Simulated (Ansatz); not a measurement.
**wB97X/cc-pVDZ run of BSiNH2ClF (SMILES F[Si]1(Cl)BN1)**

Aim: the vertical singlet–triplet gap of BSiNH2ClF at wB97X/cc-pVDZ, from 2 runs. 

The calculation is run with Ansatz 0.2.0.

139 further runs of the same task are left out: 139 set aside as unsound or not needed.

### 1 The molecule

The species is BSiNH2ClF (7 atoms), meant as a singlet with charge 0. SMILES: `F[Si]1(Cl)BN1`. Geometry: relaxed at PBE0-D4/def2-TZVP.

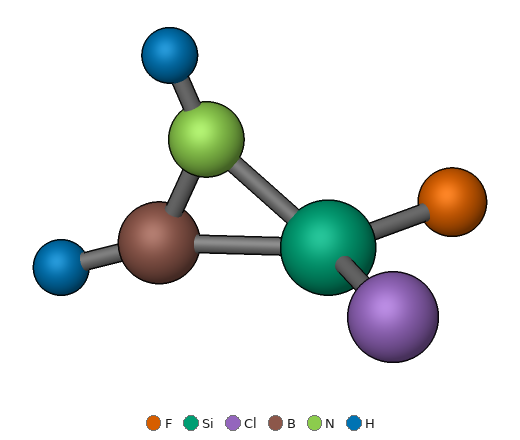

The structure, seen from a chosen angle (fluorine orange, silicon teal, chlorine purple, boron brown, nitrogen green, hydrogen blue).

### 2 A single-point energy at wB97X/cc-pVDZ

Input file job.yaml:

```yaml
crystal:
  periodic: [false, false, false]
  atoms:
    - symbol: F
      position_ang: [-0.412200, -2.179200, -0.210300]
    - symbol: Si
      position_ang: [-0.003600, -0.782500, 0.428000]
    - symbol: Cl
      position_ang: [1.448800, -1.240300, 1.779600]
    - symbol: B
      position_ang: [-0.771300, 0.907300, 0.039600]
    - symbol: N
      position_ang: [0.347500, 0.475500, -0.686800]
    - symbol: H
      position_ang: [-1.454900, 1.876800, 0.033100]
    - symbol: H
      position_ang: [0.906900, 0.874400, -1.428900]
basis:
  gaussian:
    orbitals: cc-pVDZ
hamiltonian:
  xc: {name: wB97X}
accuracy: high
output: {orbitals: {seedname: orbitals}}
```

On the command line:

```
ansatz run job.yaml --threads 1 --pin off --max-ram 2610MiB --events-out events.jsonl --progress --plain --runs-dir runs
```

Log:

```text
Warning: RAYON_NUM_THREADS=1 ignored (pool sized by the plan → 1); use --threads N
Functional definition: wB97X
  name "wB97X"
  parameter omega = 0.3/bohr
  parameter cx = 0.157706
  parameter cx1 = 0.726479
  parameter cx2 = 1.04760
  parameter cx3 = -5.70635
  parameter cx4 = 13.2794
  parameter css1 = -4.33879
  parameter css2 = 18.2308
  parameter css3 = -31.7430
  parameter css4 = 17.2901
  parameter cos1 = 2.37031
  parameter cos2 = -11.3995
  parameter cos3 = 6.58405
  parameter cos4 = -3.78132
  exchange = spin_sum(e_x_unif_sr(omega)*poly(b97_u_x, 1 - cx, cx1, cx2, cx3, cx4)) + cx*exact_x_sr(omega)
      + exact_x_lr(omega)
  correlation = spin_sum(e_c_pw_same_spin*poly(b97_u_same, 1, css1, css2, css3, css4))
      + integral(e_c_pw_opposite_spin*poly(b97_u_opposite, 1, cos1, cos2, cos3, cos4))
1963 factors; integrals over basis functions are off by at most 3.6e-9 eV
372 factors; integrals over basis functions are off by at most 2.1e-9 eV
mean field evaluation 1: about -25312.9488 eV, gradient 4.8e1 eV
mean field evaluation 2: about -25312.8894 eV, gradient 5.0e1 eV
mean field evaluation 4: about -25317.4195 eV, gradient 1.2e0 eV
mean field evaluation 8: about -25317.5490 eV, gradient 1.8e-1 eV
mean field evaluation 16: about -25317.5491 eV, gradient 3.3e-4 eV
mean field -25317.54909650 eV, -930.4027684451 hartree, gradient 8.1e-8 eV, S^2 0.000000; 0 other end points of the search recorded, 0 dependent functions left out
reference -25317.54909366 eV, -930.4027683407 hartree; 27, 27 occupied and 61, 61 virtual orbitals, 1963 factors
Total energy: -25317.54909366 eV, -930.4027683407 hartree
```

Wall time 36 s (1 thread of Arm Neoverse V1, shared host); peak memory 0.51 GiB.

### 3 The triplet

Input file molecule.yaml:

```yaml
crystal:
  periodic: [false, false, false]
  atoms:
    - {symbol: F, position_ang: [-0.412200, -2.179200, -0.210300]}
    - {symbol: Si, position_ang: [-0.003600, -0.782500, 0.428000]}
    - {symbol: Cl, position_ang: [1.448800, -1.240300, 1.779600]}
    - {symbol: B, position_ang: [-0.771300, 0.907300, 0.039600]}
    - {symbol: N, position_ang: [0.347500, 0.475500, -0.686800]}
    - {symbol: H, position_ang: [-1.454900, 1.876800, 0.033100]}
    - {symbol: H, position_ang: [0.906900, 0.874400, -1.428900]}
basis:
  gaussian:
    orbitals: cc-pVDZ
magnetization:
  spin_polarized: true
  initial_magnetization: 2
hamiltonian:
  xc: {name: wB97X}
accuracy: high
output: {orbitals: {seedname: orbitals}}
```

On the command line:

```
ansatz run molecule.yaml --threads 1 --pin off --max-ram 2610MiB --events-out events.jsonl --progress --plain --runs-dir runs
```

Log, shortened:

```text
Warning: RAYON_NUM_THREADS=1 ignored (pool sized by the plan → 1); use --threads N
Functional definition: wB97X
  name "wB97X"
[...]
      + exact_x_lr(omega)
[...]
      + integral(e_c_pw_opposite_spin*poly(b97_u_opposite, 1, cos1, cos2, cos3, cos4))
1963 factors; integrals over basis functions are off by at most 3.6e-9 eV
372 factors; integrals over basis functions are off by at most 2.1e-9 eV
[...]
mean field -25312.84569356 eV, -930.2299215753 hartree, gradient 5.7e-8 eV, S^2 2.006255; 4 other end points of the search recorded, 0 dependent functions left out
reference -25312.84569117 eV, -930.2299214873 hartree; 28, 26 occupied and 60, 62 virtual orbitals, 1963 factors
Total energy: -25312.84569117 eV, -930.2299214873 hartree
```

It took 2.4 min on 1 thread of Arm Neoverse V1, shared host; peak memory 0.88 GiB.

### 4 What came out

Level: wB97X/cc-pVDZ.

| quantity | value |
| --- | --- |
| singlet: total energy | -930.40277 Eh |
| singlet: HOMO energy | -9.88 eV |
| singlet: LUMO energy | 1.65 eV |
| singlet: HOMO–LUMO gap | 11.53 eV |
| triplet: total energy | -930.22992 Eh |
| triplet: HOMO energy (highest over α and β) | -5.34 eV |
| triplet: LUMO energy (lowest over α and β) | -3.23 eV |
| triplet: ⟨S²⟩ | 2.006 |
| vertical energy of the triplet above the singlet | 4.703 eV |

In words: At this shape the triplet lies 4.70 eV (108 kcal/mol) above the singlet.
